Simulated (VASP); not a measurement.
Band structure of SnO (relaxed from the CsCl type structure, space group Pm-3m). These are PBE GGA, VASP's PBE PAW potentials (set 64) (plane waves; VASP) values and carry that method's errors.

Unless said otherwise, spin-orbit coupling is left out, though it shifts the bands of the heavy elements here.

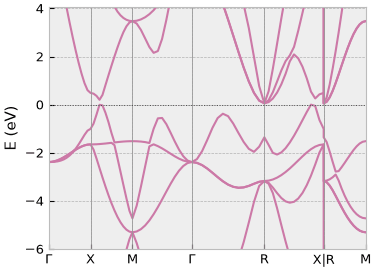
*Bands along high-symmetry lines, zero at the valence-band maximum or, without a gap, the Fermi level*

Read the plot: is there a gap, and where are the band edges?

The gap is indirect, 0.05 eV, from the valence maximum at R-X at 0.79 to the conduction minimum at R. (Edges off the drawn lines would not show.)

The structure was generated: SnO was put into the CsCl type type (Pm-3m), which need not be its known phase. It was relaxed first, which changed the volume by +62 %.
